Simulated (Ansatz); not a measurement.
GaH5Si···CH4O

Input

```
crystal:
  periodic: [false, false, false]
  atoms:
    - { symbol: Ga, position_ang: [-1.5051, -0.7927, -0.3486] }
    - { symbol: Si, position_ang: [0.7553, -1.7558, 0.8261] }
    - { symbol: H, position_ang: [-1.8234, -1.3095, -1.8195] }
    - { symbol: H, position_ang: [-2.8039, -0.6472, 0.5599] }
    - { symbol: H, position_ang: [0.3618, -0.0392, 0.1836] }
    - { symbol: O, position_ang: [-0.205, 0.9764, -0.3486] }
    - { symbol: C, position_ang: [0.3416, 2.2613, -0.5352] }
    - { symbol: H, position_ang: [1.7921, -1.1723, 1.7051] }
    - { symbol: H, position_ang: [0.1276, -2.7662, 1.701] }
    - { symbol: H, position_ang: [1.52, -2.5483, -0.1574] }
    - { symbol: H, position_ang: [1.2986, 2.1861, -1.0593] }
    - { symbol: H, position_ang: [-0.3481, 2.8538, -1.1378] }
    - { symbol: H, position_ang: [0.4884, 2.7534, 0.4306] }
basis:
  gaussian: { orbitals: def2-SVP }
hamiltonian:
  xc: pbe0
  dispersion: d4
relax:
  f_tol: 0.15
  max_steps: 25
  restrain:
    - { distance: [0, 5], at: 3.18, k: 30.0 }
    - { distance: [4, 1], at: 2.72, k: 30.0 }
    - { distance: [0, 1], at: 2.33, k: 30.0 }
    - { distance: [4, 5], at: 0.97, k: 30.0 }
output:
  orbitals: {}
```

Launched as:

```sh
ansatz run input.yaml --threads 4 --pin off --max-ram 5120MiB --backend cpu --events-out ev --progress --plain --runs-dir out
```

The fields are those of the run's last geometry, not of the input's.

Not at a stationary point (largest force 0.7 eV/Å).

All numbers below come from RKS PBE0-D4/def2-SVP in Ansatz 0.2.0.

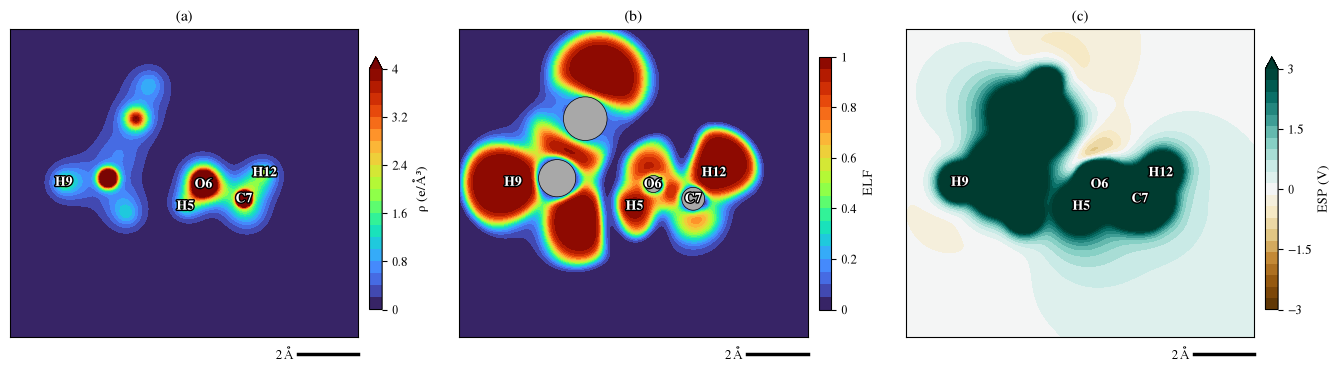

Figure 1. (a) electron density; (b) ELF; (c) electrostatic potential on the plane of atoms H5, O6 and C7. Grey discs cover the atomic cores in the ELF map.

**Interpret the plot.**

- The plane passes through H, O and C nuclei.
- C–O (1.40 Å): ρ at the midpoint is about 2.1 e/Å³, with its minimum of 1.8 e/Å³ about 0.5 Å from C; the ELF peaks at about 0.90 between the atoms; a shared but strongly polarised pair.
- O–H (0.97 Å): the density is about 3.7 e/Å³ at the midpoint; the ELF climbs to about 1 towards the hydrogen, as it does in any bond to H; an ordinary covalent bond to hydrogen.
- C–H (1.10 Å): the density is about 2 e/Å³ at the midpoint; the ELF climbs to about 1 towards the hydrogen: an ordinary covalent bond to hydrogen.
- Outside the dense part of the complex the potential is most negative (−1.0 V) near O6.

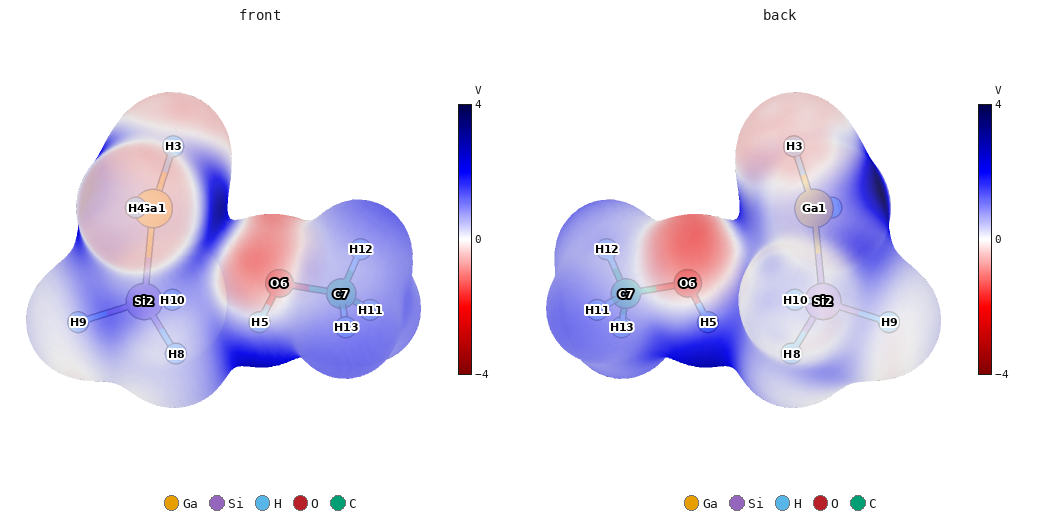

Figure 2. The molecular electrostatic potential painted on the density surface at 0.004 e/bohr³, seen from the front and from behind; red is negative and blue positive.

**Where is the surface potential most negative and most positive?**

The most negative region (about −1.2 V, or −28 kcal/mol for a unit charge) lies over O6, the most positive (about +3.6 V, or +83 kcal/mol for a unit charge) over Ga1. O6 is the likeliest acceptor of a hydrogen bond.

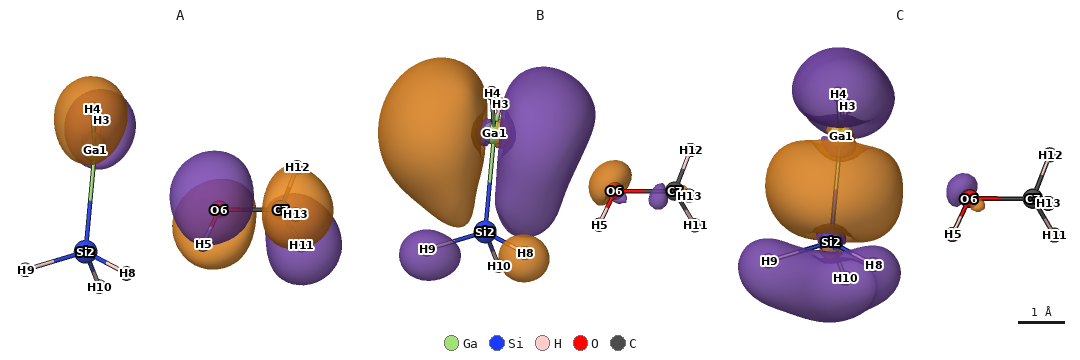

Figure 3. Three frontier orbitals at ±0.08 Å⁻³ᐟ² (orange and purple are the two phases), in no order.

**Which picture is the HOMO−1, the HOMO and the LUMO?**

A is the HOMO−1 (−8.14 eV). By Hirshfeld shares it lies mainly on O6 (about 55 %), C7 (about 10 %), H11 (about 5 %) and H13 (about 5 %). C is the HOMO (−7.55 eV). By Hirshfeld shares it lies mainly on Si2 (about 40 %), Ga1 (about 35 %), H4 (about 10 %) and H3 (about 10 %). B is the LUMO (−1.60 eV). By Hirshfeld shares it lies mainly on Ga1 (about 70 %) and Si2 (about 15 %).

**What is the HOMO–LUMO gap?**

5.95 eV between the orbital energies.

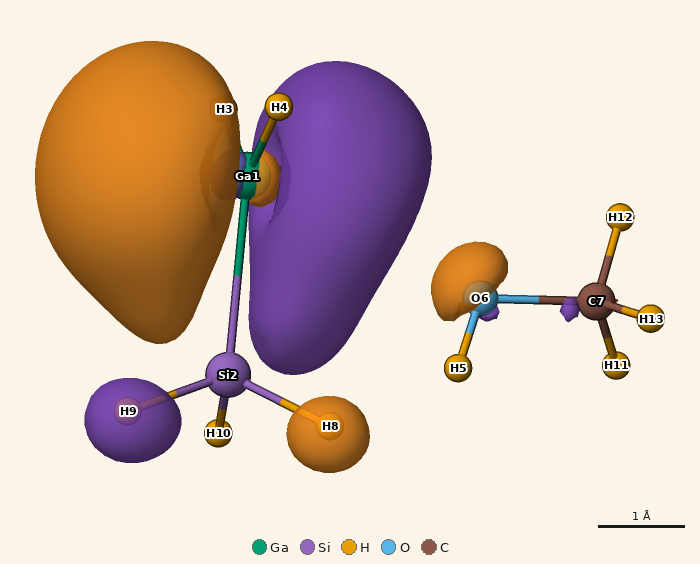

Figure 4. One frontier orbital at ±0.1 Å⁻³ᐟ² (orange and purple are the two phases), seen at a tilt.

**Which orbital is it: HOMO or LUMO?**

The LUMO, at −1.60 eV. By Hirshfeld shares it lies mainly on Ga1 (about 70 %) and Si2 (about 15 %).
